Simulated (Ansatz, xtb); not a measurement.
Stretching the O3–H4 bond in GaH3O2 (SMILES [OH][GaH][OH]) (multiplicity 1 held, fragments rigid). Energies count from the point at 0.963 Å.
Geometry at that point (charge 0, multiplicity 1):
```xyz
6

Ga    -0.24404    -0.17751    -0.15123
H     -1.35423    -1.01629    -0.82710
O      0.02041     1.53780    -0.57659
H      0.74228     1.94033    -0.08185
O      0.90232    -0.75597     1.10558
H      0.79534    -1.67581     1.36508
```

Restricted levels (R-, RO-) in cc, def2 and unpolarised 6-31G sets keep to the state of the molecule at rest. Active spaces are followed from a long bond inwards. Levels need not reach the same state.

Frozen-core correlation. Filled d and f shells under p-block atoms count as core.

Run with Ansatz (Gaussian basis) for Hartree–Fock, density functionals and correlated methods; xtb for the GFN methods. Values without a source in brackets are computed. The GFN methods have no spin term and hold the electronic entropy of 300 K.

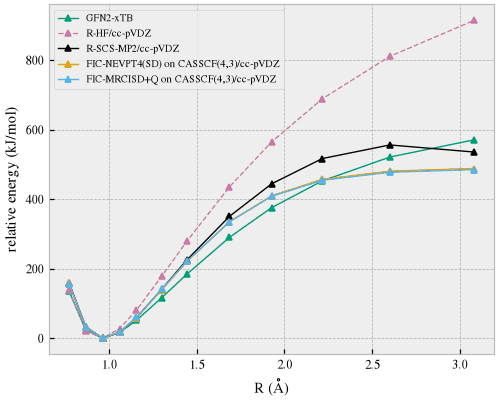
*Relative energy along the coordinate*

Q: Read off the R-SCS-MP2/cc-pVDZ curve at R = 2.216.

A: about 520 kJ/mol

Doubts at one or more of the structures used: a restricted determinant that unrestricted orbitals would lower (R-HF/cc-pVDZ, R-SCS-MP2/cc-pVDZ); active orbitals that take no part (FIC-NEVPT4(SD) on CASSCF(4,3)/cc-pVDZ, FIC-MRCISD+Q on CASSCF(4,3)/cc-pVDZ).

Ansatz is a first-principles code.
